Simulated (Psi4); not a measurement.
**[NH3]+ (SMILES [NH3+]) at UHF/STO-3G**

What is the energy change on altering one bond length of [NH3]+ at UHF/STO-3G? 

The results are computed with Psi4 1.11.

1 further run of the same task is left out (set aside as unsound or not needed).

**1. The system as given**

[NH3]+ has 4 atoms, charge +1, and is taken as a doublet. SMILES: `[NH3+]`. The coordinates come from a GFN2-xTB relaxation.

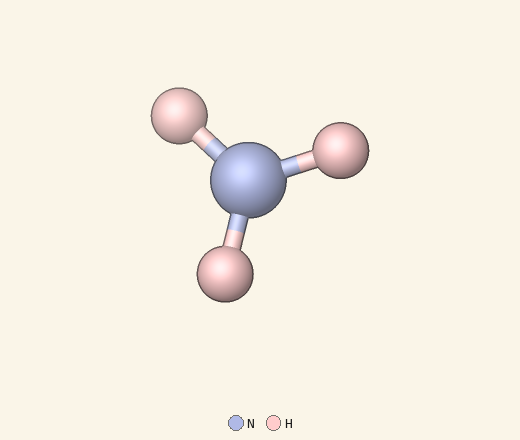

The structure, seen from a chosen angle (nitrogen light blue, hydrogen pink).

**2. Energy and gradient at UHF/STO-3G**

File job.inp:

```
memory 1600 mb

molecule {
  1 2
  N      0.000140    -0.000820    -0.000330
  H      0.510700    -0.238750     0.859300
  H     -0.995460    -0.239520    -0.089810
  H      0.484620     0.479080    -0.769160
  symmetry c1
}

set {
  reference uhf
  puream true
  e_convergence 1e-09
  d_convergence 1e-08
  scf_type pk
  maxiter 200
}

result, w = gradient('scf/STO-3G', return_wfn=True)
oeprop(w, 'WIBERG_LOWDIN_INDICES', 'MULLIKEN_CHARGES', 'LOWDIN_CHARGES', title='SCF')
```

Started as:

```bash
psi4 job.inp job.out -n 1
```

job.out:

```text
[...]
  Running in c1 symmetry.
[...]
  Nuclear repulsion =   11.704920460444230
[...]
  Multiplicity = 2
[...]
  Nalpha       = 5
  Nbeta        = 4
[...]
    Number of basis functions: 8
[...]
   @UHF iter   1:   -55.17739134928300   -7.19628e-01   2.55130e-02 DIIS/ADIIS
[...]
   @UHF iter   9:   -55.20460829322137   -4.97380e-14   1.18680e-09 DIIS
[...]
   @S^2 Observed:                7.624479130E-01
[...]
    Orbital Energies [Eh]
    ---------------------
    Alpha Occupied:
       1A    -15.923140     2A     -1.593536     3A     -1.063840
       4A     -1.063768     5A     -0.936670
    Alpha Virtual:
       6A      0.130774     7A      0.292110     8A      0.292237
    Beta Occupied:
       1A    -15.891739     2A     -1.442076     3A     -1.029016
       4A     -1.028936
[...]
  @UHF Final Energy:   -55.20460829322137
   => Energetics <=
    Nuclear Repulsion Energy =             11.7049204604442298
    One-Electron Energy =                 -93.8463356429994349
    Two-Electron Energy =                  26.9368068893338375
    Total Energy =                        -55.2046082932213693
  UHF NO Occupations:
  HONO-2 :    3  A 1.9985079
  HONO-1 :    4  A 1.9967521
[...]
 Multipole Moments:
 ------------------------------------------------------------------------------------
     Multipole            Electronic (a.u.)      Nuclear  (a.u.)        Total (a.u.)
 ------------------------------------------------------------------------------------
 L = 1.  Multiply by 2.5417464519 to convert [e a0] to [Debye]
 Dipole X            :          0.0001062           -0.0004319           -0.0003256
 Dipole Y            :         -0.0008180            0.0025217            0.0017038
 Dipole Z            :         -0.0002996            0.0010179            0.0007183
 Magnitude           :                                                    0.0018775
[...]
  -Total Gradient:
     Atom            X                  Y                   Z
    ------   -----------------  -----------------  -----------------
       1       -0.000032421044    -0.000029876912    -0.000048809453
       2       -0.015031075124     0.007079423811    -0.025355128826
       3        0.029376480816     0.007096731081     0.002640333000
       4       -0.014312984648    -0.014146277980     0.022763605278
[...]
  Mulliken Charges: (a.u.)
   Center  Symbol    Alpha    Beta     Spin     Total
       1     N     4.19246  2.95334  1.23912 -0.14581
       2     H     0.26918  0.34889 -0.07971  0.38194
       3     H     0.26917  0.34888 -0.07971  0.38196
       4     H     0.26919  0.34889 -0.07970  0.38191
   Total alpha =  5.00000, Total beta =  4.00000, Total charge =  1.00000
  Lowdin Charges: (a.u.)
   Center  Symbol    Alpha    Beta     Spin     Total
       1     N     4.01281  2.83119  1.18161  0.15600
       2     H     0.32906  0.38960 -0.06054  0.28134
[...]
```

Wall time 0.98 s (1 thread of Intel Xeon 6975P-C (Granite Rapids), shared host); peak memory 0.18 GiB.

**3. The distorted shape: a single-point energy at UHF/STO-3G**

File job.inp:

```
memory 1.6 GB

molecule molecule1 {
  1 2
  N     -0.145212    -0.144798     0.230332
  H      0.365348    -0.382728     1.089962
  H     -1.140812    -0.383498     0.140852
  H      0.484620     0.479080    -0.769160
  symmetry c1
  no_reorient
  no_com
}

set globals {
  reference     uhf
  puream        true
  e_convergence 1e-09
  d_convergence 1e-08
  scf_type      pk
  maxiter       200
}

e, wfn = energy("hf/STO-3G", return_wfn=True)
oeprop(wfn, "MULLIKEN_CHARGES", "DIPOLE", "MAYER_INDICES", title="HF")
```

Started as:

```bash
psi4 -i job.inp -o job.out -n 1
```

job.out:

```text
[...]
  Running in c1 symmetry.
[...]
  Nuclear repulsion =   10.794064616452232
[...]
  Multiplicity = 2
[...]
  Nalpha       = 5
  Nbeta        = 4
[...]
    Number of basis functions: 8
[...]
   @UHF iter   1:   -55.13369817875034   -8.92852e-01   2.34207e-02 DIIS/ADIIS
[...]
   @UHF iter  11:   -55.15975923575985   -7.81597e-14   3.71876e-09 DIIS
[...]
   @S^2 Observed:                7.816305350E-01
[...]
    Orbital Energies [Eh]
    ---------------------
    Alpha Occupied:
       1A    -15.882553     2A     -1.540676     3A     -1.031967
       4A     -0.953206     5A     -0.900058
    Alpha Virtual:
       6A     -0.018327     7A      0.223977     8A      0.322464
    Beta Occupied:
       1A    -15.848530     2A     -1.380560     3A     -0.995539
       4A     -0.906861
[...]
  @UHF Final Energy:   -55.15975923575985
   => Energetics <=
    Nuclear Repulsion Energy =             10.7940646164522320
    One-Electron Energy =                 -92.4676981262679902
    Two-Electron Energy =                  26.5138742740559081
    Total Energy =                        -55.1597592357598501
  UHF NO Occupations:
  HONO-2 :    3  A 1.9974005
  HONO-1 :    4  A 1.9883973
[...]
 Multipole Moments:
 ------------------------------------------------------------------------------------
     Multipole            Electronic (a.u.)      Nuclear  (a.u.)        Total (a.u.)
 ------------------------------------------------------------------------------------
 L = 1.  Multiply by 2.5417464519 to convert [e a0] to [Debye]
 Dipole X            :          2.3488119           -2.4704919           -0.1216800
 Dipole Y            :          2.3380466           -2.4580272           -0.1199806
 Dipole Z            :         -3.7261093            3.9192504            0.1931411
 Magnitude           :                                                    0.2578854
[...]
  Mulliken Charges: (a.u.)
   Center  Symbol    Alpha    Beta     Spin     Total
       1     N     4.21861  2.89977  1.31884 -0.11838
       2     H     0.28035  0.36137 -0.08102  0.35829
       3     H     0.28034  0.36135 -0.08102  0.35831
       4     H     0.22070  0.37750 -0.15680  0.40179
   Total alpha =  5.00000, Total beta =  4.00000, Total charge =  1.00000
  Mayer Bond Indices:
  Total Bond Index:
  Irrep: 1 Size: 4 x 4
[...]
```

Run time: 0.96 s. Hardware: 1 thread of Intel Xeon 6975P-C (Granite Rapids), shared host; peak memory 0.18 GiB.

**4. What came out**

Level: UHF/STO-3G.

| quantity | value |
| --- | --- |
| first shape: total energy | -55.20461 Eh |
| first shape: HOMO energy (highest over α and β) | -25.49 eV |
| first shape: LUMO energy (lowest over α and β) | -4.29 eV |
| first shape: ⟨S²⟩ | 0.762 |
| first shape: largest force on an atom | 1.562 eV/Å |
| distorted shape: total energy | -55.15976 Eh |
| distorted shape: HOMO energy (highest over α and β) | -24.49 eV |
| distorted shape: LUMO energy (lowest over α and β) | -3.15 eV |
| distorted shape: ⟨S²⟩ | 0.782 |
| energy change with the N1–H4 bond stretched from 1.028 to 1.336 Å | 1.220 eV |

What this shows: With the N1–H4 bond stretched from 1.028 to 1.336 Å the energy rises by 1.22 eV (118 kJ/mol). The first shape isn't relaxed at this level, so the change isn't measured from a minimum. The minimal basis adds a large error of its own. The largest force (first shape) is 1.56 eV/Å: the shape isn't a stationary point for this species at this level.
